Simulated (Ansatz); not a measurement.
System: H₈Si₄ (cyclo-(SiH2)4).

Input

```
crystal:
  periodic: [false, false, false]
  atoms:
    - {symbol: Si, position_ang: [0.976734, -1.373195, -0.023577]}
    - {symbol: H, position_ang: [0.486313, -2.797488, 0.039394]}
    - {symbol: H, position_ang: [2.481780, -1.387311, -0.110763]}
    - {symbol: Si, position_ang: [0.100407, 0.042547, 1.681667]}
    - {symbol: H, position_ang: [-0.838209, -0.644129, 2.641061]}
    - {symbol: H, position_ang: [1.148546, 0.776992, 2.478577]}
    - {symbol: Si, position_ang: [-0.981218, 1.369993, 0.023920]}
    - {symbol: H, position_ang: [-2.486345, 1.367945, 0.111499]}
    - {symbol: H, position_ang: [-0.506080, 2.799451, -0.038279]}
    - {symbol: Si, position_ang: [-0.095438, -0.038994, -1.682038]}
    - {symbol: H, position_ang: [0.850828, 0.652948, -2.630114]}
    - {symbol: H, position_ang: [-1.137308, -0.768739, -2.491336]}
basis:
  gaussian: {orbitals: def2-TZVP, initial_orbitals: start.molden}
hamiltonian: {xc: pbe0, dispersion: d4}
scf: {omitted_lower_state_checks: [starts]}
output: {orbitals: {seedname: orbitals}}
```

Launched as:

```sh
ansatz run in.yaml --threads 4 --pin off --events-out ev --progress --plain --max-ram 3916MiB
```

Geometry: PBE-D4/def2-SVP.

All numbers below come from RKS PBE0-D4/def2-TZVP in Ansatz.

> What can the converged electron density and electron localisation function tell about the bonding?

Si–Si (2.38 Å): the density is about 0.59 e/Å³ at the midpoint; the ELF peaks at about 1 between the atoms (a covalent bond).

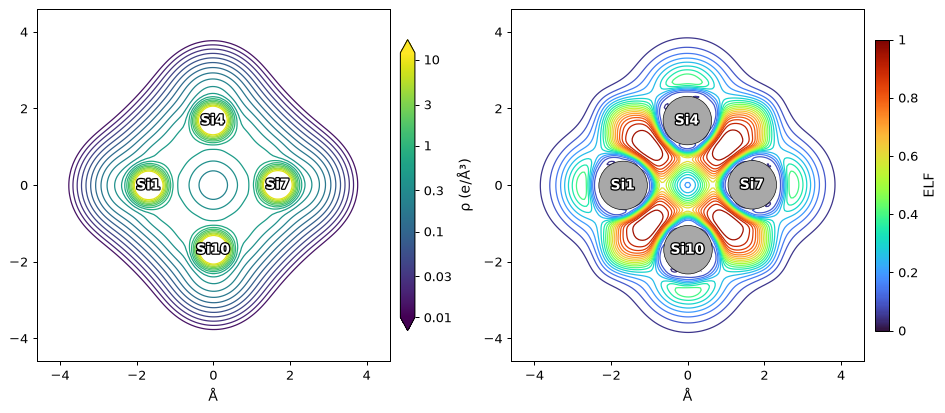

Computed electron density and electron localisation function on the plane of atoms Si4, Si7 and Si10, in this order. Grey discs cover the atomic cores in the ELF map. 
